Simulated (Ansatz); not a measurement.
**C2H5N (aziridine): a line through the functionals**

C2H5N: 8 atoms, total charge 0, spin state singlet. As SMILES, `C1CN1`. The coordinates come from a PBE0-D4/def2-TZVP relaxation.

The vertical energy of the triplet above the singlet y, in eV, basis def2-SVPD; a is the functional's share of exact exchange. Programs: Ansatz 0.2.0.

```
functional  program     a  y (eV)
    revPBE   Ansatz     0    6.37
      BLYP   Ansatz     0    6.34
     B3LYP   Ansatz   0.2       ?
      PBE0   Ansatz  0.25    6.57
     BHLYP   Ansatz   0.5    6.71
```

Task: Fit y = c + s·a to the known rows and predict B3LYP.

Result: 
1. Means of the 4 rows: a = 0.1875, y = 6.498.
2. Σ(Δa)² = 0.17188, Σ(Δa·Δy) = 0.12438, so the slope is 0.12438/0.17188 = 0.72364.
3. Intercept: 6.498 − (0.72364) × 0.1875 = 6.362. The largest residual of the fit is 0.027.
4. B3LYP: 6.362 + (0.72364) × 0.2 = 6.51 eV.

The run gave 6.55 eV, so the prediction is off by -0.04 eV, about the largest residual.

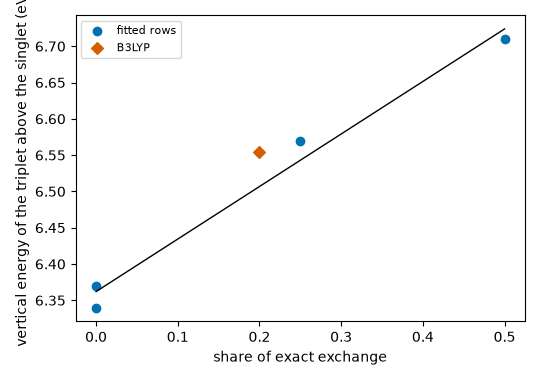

The fitted line, with the withheld row.
